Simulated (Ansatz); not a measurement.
# Mo(110) film, 5 layers, adrow: surface scattering, part 2 of 2

Wanted: the relaxed structure and the transmission of Mo(110) film, 5 layers, adrow.

Ansatz 0.2.0; Ansatz plane-wave DFT, PBE, PAW files; relaxation of the atoms about the surface defect; PAW set soft_1 (the session's first sound run).

So far: Set-up; Relaxing about the defect.

**2. Relaxing about the defect (continued)**

Relaxation path:

```tsv
step	energy less that of the first step (eV)	largest force component (eV/Å)
1	0.0000	2.9997
2	-0.5861	0.9596
3	-0.6678	0.3888
4	-0.6897	0.0597
5	-0.6903	0.0231
```

Forces are held to the 4 operations that the run works with; a distortion that breaks them can't arise in this run.

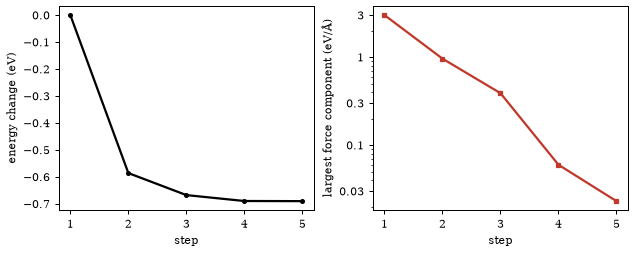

Energy and largest force along the relaxation.

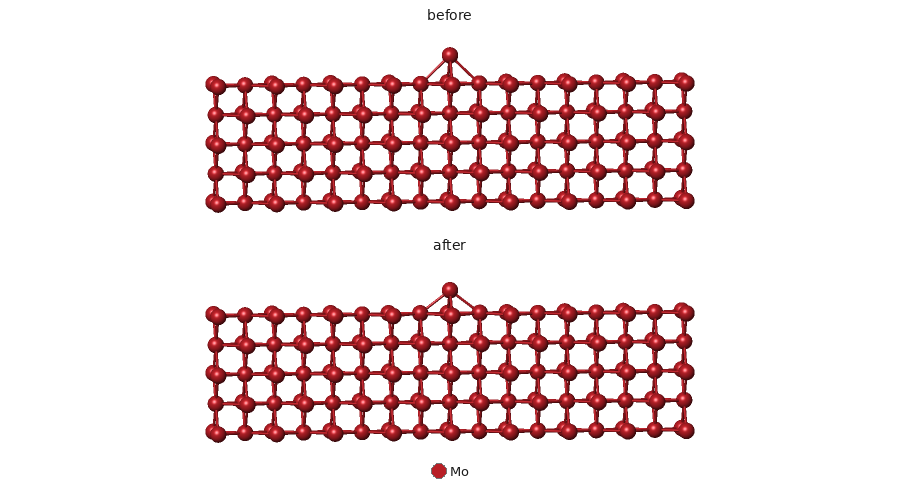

Before and after, at one scale.

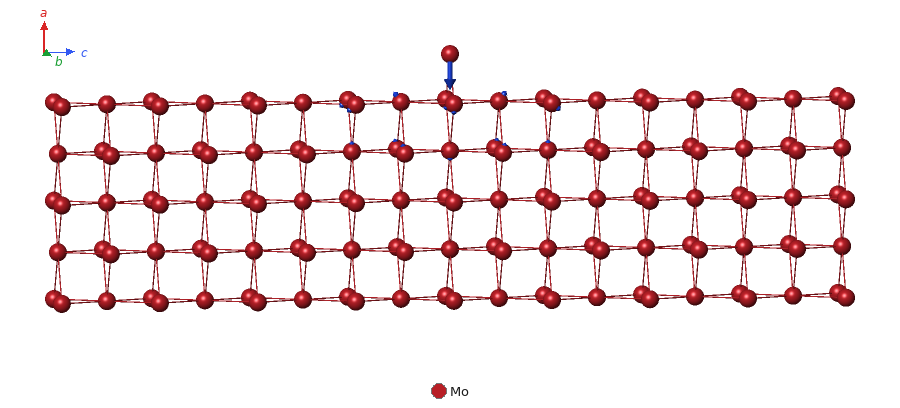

Displacements in the relaxation, exaggerated; the longest in the cell stands for 0.37 Å. Some periodic images of atoms are drawn too.

The atoms that moved most (Å):

```tsv
atom	dx	dy	dz	length
Mo81	-0.366	0.000	0.000	0.366
Mo50	0.054	0.000	0.039	0.067
Mo40	0.054	0.000	-0.039	0.067
Mo59	-0.033	0.000	0.039	0.051
Mo39	-0.033	0.000	-0.039	0.051
Mo49	-0.049	0.000	0.000	0.049
Mo57	0.039	0.000	0.000	0.039
Mo37	0.039	0.000	0.000	0.039
```

Numbers from this step:

```yaml
free_energy: -401400.4132 eV
energy_at_zero_smearing: -401399.1623 eV
fermi_energy: 8.636 eV
```

The largest force component on a free atom ends at 0.023 eV/Å, under the tolerance of 0.03, after 5 steps.

**3. Transmission along the film**

The film far from the defect is the lead. The first vector holds vacuum and takes one k-point. Energies from -0.05 to 0.05 eV in steps of 0.05 eV are too few for the program's thermal sum, so it prints no conductance; for a metal the transmission near the Fermi level serves, at a fraction of the cost.

This step: Ansatz plane-wave DFT, PBE, PAW files; ballistic transport by layer matching (Landauer), zero bias; PAW set soft_1 (Ansatz 0.2.0).

input.yaml reads:

```yaml
crystal:
  lattice:
    - [22.126325202, 0.0, 0.0]
    - [0.0, 3.147, 0.0]
    - [0.0, 0.0, 35.6042406463]
  atoms:
    - { symbol: Mo, position: [0.203377649, 0.0, 0.0] }
    - { symbol: Mo, position: [0.203377649, 0.5, 0.0625] }
    - { symbol: Mo, position: [0.3039485761, 0.5, 0.0] }
    - { symbol: Mo, position: [0.3039485761, 0.0, 0.0625] }
    - { symbol: Mo, position: [0.4045195033, 0.0, 0.0] }
    - { symbol: Mo, position: [0.4045195033, 0.5, 0.0625] }
    - { symbol: Mo, position: [0.5050904305, 0.5, 0.0] }
    - { symbol: Mo, position: [0.5050904305, 0.0, 0.0625] }
    - { symbol: Mo, position: [0.6056613576, 0.0, 0.0] }
    - { symbol: Mo, position: [0.6056613576, 0.5, 0.0625] }
    - { symbol: Mo, position: [0.203377649, 0.0, 0.125] }
    - { symbol: Mo, position: [0.203377649, 0.5, 0.1875] }
    - { symbol: Mo, position: [0.3039485761, 0.5, 0.125] }
    - { symbol: Mo, position: [0.3039485761, 0.0, 0.1875] }
    - { symbol: Mo, position: [0.4045195033, 0.0, 0.125] }
    - { symbol: Mo, position: [0.4045195033, 0.5, 0.1875] }
    - { symbol: Mo, position: [0.5050904305, 0.5, 0.125] }
    - { symbol: Mo, position: [0.5050904305, 0.0, 0.1875] }
    - { symbol: Mo, position: [0.6056613576, 0.0, 0.125] }
    - { symbol: Mo, position: [0.6056613576, 0.5, 0.1875] }
    - { symbol: Mo, position: [0.203377649, 0.0, 0.25] }
    - { symbol: Mo, position: [0.203377649, 0.5, 0.3125] }
    - { symbol: Mo, position: [0.3039485761, 0.5, 0.25] }
    - { symbol: Mo, position: [0.3039485761, 0.0, 0.3125] }
    - { symbol: Mo, position: [0.4045195033, 0.0, 0.25] }
    - { symbol: Mo, position: [0.4045195033, 0.5, 0.3125] }
    - { symbol: Mo, position: [0.5050904305, 0.5, 0.25] }
    - { symbol: Mo, position: [0.5050904305, 0.0, 0.3125] }
    - { symbol: Mo, position: [0.6056613576, 0.0, 0.25] }
    - { symbol: Mo, position: [0.6056613576, 0.5, 0.3125] }
    - { symbol: Mo, position: [0.203377649, 0.0, 0.375] }
    - { symbol: Mo, position: [0.203377649, 0.5, 0.4375] }
    - { symbol: Mo, position: [0.3039485761, 0.5, 0.375] }
    - { symbol: Mo, position: [0.3039485761, 0.0, 0.4375] }
    - { symbol: Mo, position: [0.4045195033, 0.0, 0.375] }
    - { symbol: Mo, position: [0.4045195033, 0.5, 0.4375] }
    - { symbol: Mo, position: [0.5068581686, 0.5, 0.37499318] }
    - { symbol: Mo, position: [0.5067542473, 0.0, 0.437259748] }
    - { symbol: Mo, position: [0.6041803301, 0.0, 0.3739013672] }
    - { symbol: Mo, position: [0.6081201372, 0.5, 0.4364161198] }
    - { symbol: Mo, position: [0.203377649, 0.0, 0.5] }
    - { symbol: Mo, position: [0.203377649, 0.5, 0.5625] }
    - { symbol: Mo, position: [0.3039485761, 0.5, 0.5] }
    - { symbol: Mo, position: [0.3039485761, 0.0, 0.5625] }
    - { symbol: Mo, position: [0.4045195033, 0.0, 0.5] }
    - { symbol: Mo, position: [0.4045195033, 0.5, 0.5625] }
    - { symbol: Mo, position: [0.5034326734, 0.5, 0.5] }
    - { symbol: Mo, position: [0.5067542473, 0.0, 0.562740252] }
    - { symbol: Mo, position: [0.6034322767, 0.0, 0.5] }
    - { symbol: Mo, position: [0.6081201372, 0.5, 0.5635838802] }
    - { symbol: Mo, position: [0.203377649, 0.0, 0.625] }
    - { symbol: Mo, position: [0.203377649, 0.5, 0.6875] }
    - { symbol: Mo, position: [0.3039485761, 0.5, 0.625] }
    - { symbol: Mo, position: [0.3039485761, 0.0, 0.6875] }
    - { symbol: Mo, position: [0.4045195033, 0.0, 0.625] }
    - { symbol: Mo, position: [0.4045195033, 0.5, 0.6875] }
    - { symbol: Mo, position: [0.5068581686, 0.5, 0.62500682] }
    - { symbol: Mo, position: [0.5050904305, 0.0, 0.6875] }
    - { symbol: Mo, position: [0.6041803301, 0.0, 0.6260986328] }
    - { symbol: Mo, position: [0.6056613576, 0.5, 0.6875] }
    - { symbol: Mo, position: [0.203377649, 0.0, 0.75] }
    - { symbol: Mo, position: [0.203377649, 0.5, 0.8125] }
    - { symbol: Mo, position: [0.3039485761, 0.5, 0.75] }
    - { symbol: Mo, position: [0.3039485761, 0.0, 0.8125] }
    - { symbol: Mo, position: [0.4045195033, 0.0, 0.75] }
    - { symbol: Mo, position: [0.4045195033, 0.5, 0.8125] }
    - { symbol: Mo, position: [0.5050904305, 0.5, 0.75] }
    - { symbol: Mo, position: [0.5050904305, 0.0, 0.8125] }
    - { symbol: Mo, position: [0.6056613576, 0.0, 0.75] }
    - { symbol: Mo, position: [0.6056613576, 0.5, 0.8125] }
    - { symbol: Mo, position: [0.203377649, 0.0, 0.875] }
    - { symbol: Mo, position: [0.203377649, 0.5, 0.9375] }
    - { symbol: Mo, position: [0.3039485761, 0.5, 0.875] }
    - { symbol: Mo, position: [0.3039485761, 0.0, 0.9375] }
    - { symbol: Mo, position: [0.4045195033, 0.0, 0.875] }
    - { symbol: Mo, position: [0.4045195033, 0.5, 0.9375] }
    - { symbol: Mo, position: [0.5050904305, 0.5, 0.875] }
    - { symbol: Mo, position: [0.5050904305, 0.0, 0.9375] }
    - { symbol: Mo, position: [0.6056613576, 0.0, 0.875] }
    - { symbol: Mo, position: [0.6056613576, 0.5, 0.9375] }
    - { symbol: Mo, position: [0.6861935119, 0.5, 0.5] }
kpoints:
  mp_grid: { grid: [1, 10, 1] }
hamiltonian:
  xc: pbe
  pseudopotentials: { kind: paw, azcp: { folder: soft_1 } }
scf:
  occupations: { method: fermi_dirac, width: 0.1 }
output:
  transmission:
    leads: [[0, 10]]
    kmesh: [1, 20]
    e_range: [-0.05, 0.05]
    de: 0.05
  write_potential: true
  write_density: true
  volumetric_format: npy
  elf: true
```

On the command line:

```
> ansatz run input.yaml --threads 8 --pin off --max-ram 15360MiB --backend cpu --events-out ev --progress --plain --runs-dir out
```

Numbers of over 12 decimals in the logs are rounded to 6 here.

The program printed:

```text
[...]
Crystal: 81 atoms, lattice volume = 2479.178 Å³
Basis set: ecut = 420 eV, 48537 PW (Γ)
Bands: 681, of which v1, the nominal top of the filled ones, is band 567 counted from 1 (566 counted from 0)
Symmetry: 4 space group operations
[...]
k-points: 6 of 10
[...]
SCF iter   1: F=—  HF=-401461.675857 eV  |F-HF|=—  |Δ(HF+E_count)|=         —  Δρ=7.52e-2  dr2=4.39e2  ethr=3.10e-3  ⟨swp⟩=11.5  Hψ=20447  notcnv=0
[...]
SCF iter  12: F=-401400.383683 eV  HF=-401400.383683 eV  |F-HF|=3.73e-9  |Δ(HF+E_count)|=   1.97e-8  Δρ=7.15e-7  dr2=2.65e-8  ethr=8.82e-12  ⟨swp⟩=10.2  Hψ=17800  notcnv=0
SCF 1 converged in 12 iterations: F = -401400.383683 eV  dr2 = 2.65e-8
[...]
transmission: 70 of 682 steps passed
transmission: 140 of 682 steps passed
[...]
transmission: 682 of 682 steps passed
WARN: The input density's exchange-correlation potential varies sharply where the density is thin. Do not read a vacuum level from v_tot or v_xc, or from such a field of the output density. On a cell that repeats whose density bears no net charge and no dipole along the vacuum's axis use v_es (v_loc + v_h of the components); under efield.dipole_correction with no amplitude use v_es + v_field, which holds any external [...]
SCF converged after 12 iterations
Free energy (F): -401400.383683 eV
[...]
Internal energy: -401398.040018 eV  (E = F + TS)
E sigma→0 (E₀):  -401399.211850 eV
Entropy (-TS):   -2.343665 eV (-28.934 meV/atom)
Fermi energy:    8.633035 eV
[...]
--- Band table (eV; the first three rows and the last of 6) ---
  k-point 0: bands = [... 563 lower, 8.3944, 8.4066, 8.4324, 8.4542, 8.4715, 8.4792, 8.5049, 8.5441, ... 110 higher]
  k-point 1: bands = [... 563 lower, 8.4971, 8.5394, 8.5558, 8.5698, 8.5740, 8.5976, 8.6201, 8.6268, ... 110 higher]
  k-point 2: bands = [... 563 lower, 8.5425, 8.5759, 8.6479, 8.6835, 8.7410, 8.7468, 8.7765, 8.7916, ... 110 higher]
  k-point 5: bands = [... 563 lower, 8.7585, 8.8330, 8.8492, 8.9007, 8.9978, 9.0177, 9.0343, 9.1254, ... 110 higher]
--- Transmission ---
  basis      : 623 plane waves across, 62 finite elements along
  points     : 11, standing for a mesh of 1 x 20
  energies   : 3 from -0.050000 to 0.050000 eV about the Fermi level, 0.050000 eV apart; the leads are filled to 0.000000 eV, and channels, transmission and decay are at 0.000000 eV
  crystal 0  : Mo10, at the sites [0, 10], period 4.4505 Å, over 24.48 Å; its Hamiltonian steps by up to 5.1 meV
    offset         : up to 0.0000 Å between an atom of the period and one for which it stands
    channels       : 6.300000e0 a spin
    conductance    : none, the energies end too early or step too widely for 300 K: set another output.transmission.e_range or a lower de, or, where they end at an eighth of basis.ecutwfc, a higher one
  junction   : crystal 0 to crystal 0, 0.41 to 31.57 Å
    transmission   : 4.243349e0 a spin
[...]
```

Run time: 19 min. Hardware: 8 threads of Intel Xeon at 2.70GHz, shared host; peak memory 10 GiB; 2.1 h of CPU time.

Numbers from this step:

* free energy: -401400.3837 eV
* energy at zero smearing: -401399.2119 eV
* Fermi energy: 8.633 eV
* cell area: 69.63 Å²
* transmission per spin nearest the Fermi level: 4.243
* open channels per spin nearest the Fermi level: 6.3
* step of the lead's potential: 5.1 meV

Per spin. Transmission, zone mean against energy, zero at the Fermi level:

```tsv
energy (eV)	transmission, zone mean
-0.0500	4.12
0.0000	4.24
0.0500	4.39
```

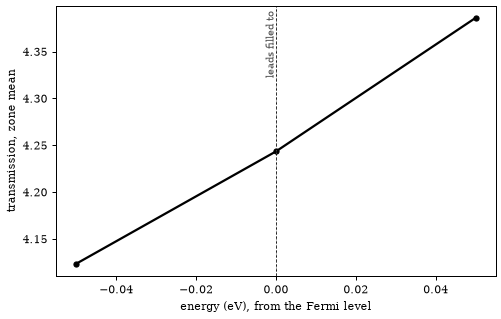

Transmission, zone mean against energy.

Per spin. The open channels, zone mean, lead by energy, zero at the Fermi level:

```tsv
energy (eV)	open channels, zone mean, lead
-0.0500	6
0.0000	6.3
0.0500	6.4
```

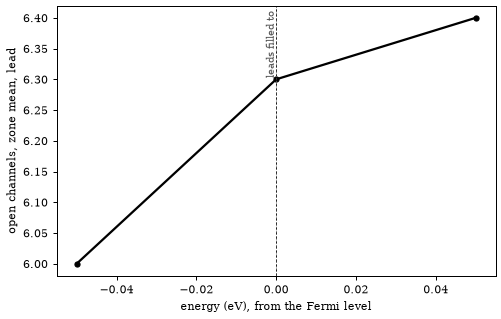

Open channels, zone mean, lead against energy.

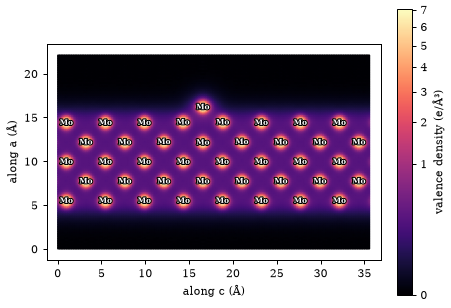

Valence density in the ca plane at fractional y = 0.500, with atoms of Mo within 0.2 Å of it. It is the smooth field of the valence electrons, not physical close to the nuclei. The map starts off the cell's origin, so that atoms lie inside it. The colour scale is stretched toward low values.

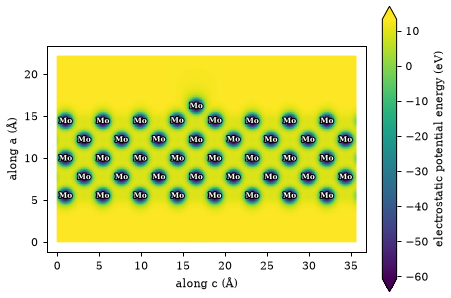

Electrostatic potential energy in the ca plane at fractional y = 0.500, with atoms of Mo within 0.2 Å of it. With pseudopotentials it is smooth inside the atoms' cores, unlike the true potential. The map starts off the cell's origin, so that atoms lie inside it.

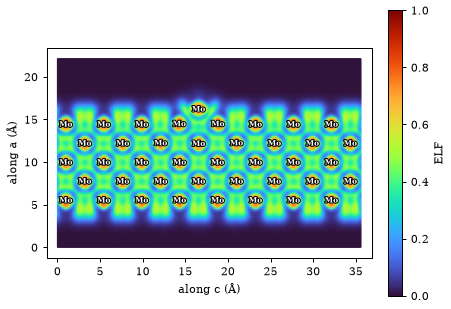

ELF in the ca plane at fractional y = 0.500, with atoms of Mo within 0.2 Å of it. It is the smooth field of the valence electrons, not physical close to the nuclei. The map starts off the cell's origin, so that atoms lie inside it.

Over the solved energies the transmission per spin lies between 4.12 and 4.39, out of 6.23 channels of the lead on average (up to 6.4).

**4. Share that passes**

This step: Ansatz plane-wave DFT, PBE, PAW files; ballistic transport by layer matching (Landauer), zero bias; share of the film's channels that pass the defect (the area holds the vacuum); PAW set soft_1 (Ansatz 0.2.0).

This step gave:

| Item | Value |
| --- | --- |
| T over the leads' mean channel count | 0.6820 |

Averaged over the energies near the Fermi level, 68.2 % of the channels pass.

**5. Outcome**

```
share of the film's channels that pass : 0.682
```

**Reading.** 68 % of the film's channels pass the defect. The film is 5 layers thick, so the defect disturbs a good part of its section. It runs straight across the current without end, so the wavevector along it is kept. Only atoms near the defect are relaxed, while the rest of the face keeps bulk spacings, so part of the reflection may come from that relaxed patch.

[Logs are printed without paths, hosts, clocks, repeated set-up lines and the standing remarks that a program may print on its own settings, such as how far it seeks lower states.]

[Hosts, paths, dates, database ids (printed as entryN), source tags and the programs' standing remarks are cut or masked in the printed files.]
